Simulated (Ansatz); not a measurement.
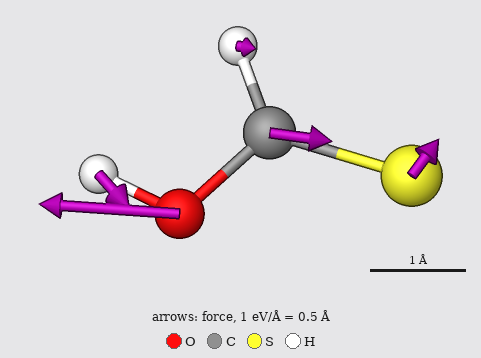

Starting geometry of CH2OS with the computed forces as purple arrows. Style: ball-and-stick. Shown at a tilt.

The run prepares an end point of a later path (hydrogen shift) calculation, from a guessed geometry.

Theory: Ansatz 0.2.0, UKS PBE0/cc-pVDZ. (collinear spin; force threshold 0.02 eV/Å; at most 50 steps)

Question: Is this structure relaxed? If not, where do the atoms go?

Answer: It isn't relaxed: the largest force vector, on the O atom, is 3.01 eV/Å. The final displacements follow the starting forces only in part (cosine between the two patterns 0.60). After 6 geometry steps the energy has fallen by 15.6 kJ/mol. Largest force component: 2.3 eV/Å at the start, 0.0012 eV/Å at the end. The largest move after the best rigid fit is that of the S atom, 0.088 Å. Largest moves by element: S 0.088 Å, O 0.075 Å, H 0.073 Å, C 0.046 Å. Among the contacts that change: C–O 1.303 → 1.333 Å, H–O 0.995 → 0.969 Å, C–H 1.111 → 1.104 Å, C–S 1.624 → 1.620 Å. Bond angles that change, for instance: O–C–S 115.5° → 123.7°, S–C–H 129.6° → 122.1°, C–O–H 106.6° → 109.0°.
